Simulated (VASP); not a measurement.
Band structure of Cu2Se (space group Fm-3m). Method: LDA (Ceperley-Alder, Perdew-Zunger), VASP's LDA PAW potentials (set 64) (plane waves; VASP).

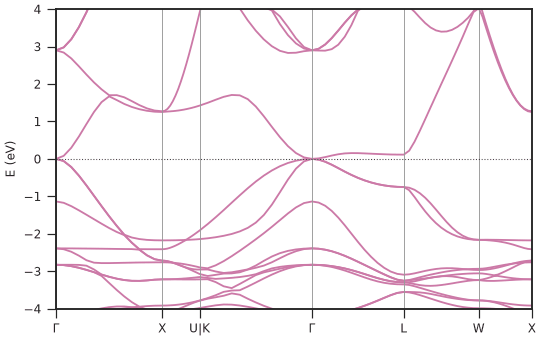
Figure. Bands along high-symmetry lines, zero at the valence-band maximum or, without a gap, the Fermi level

Problem. Read the plot: is there a gap, and where are the band edges?

Solution. It has no gap at this level: it comes out as a metal or semimetal. (Edges off the drawn lines would not show.)

The structure comes from a computed database's Cu2Se entry (Fm-3m); how it stands against other phases isn't given here. It was relaxed first, which changed the volume by -7 %.
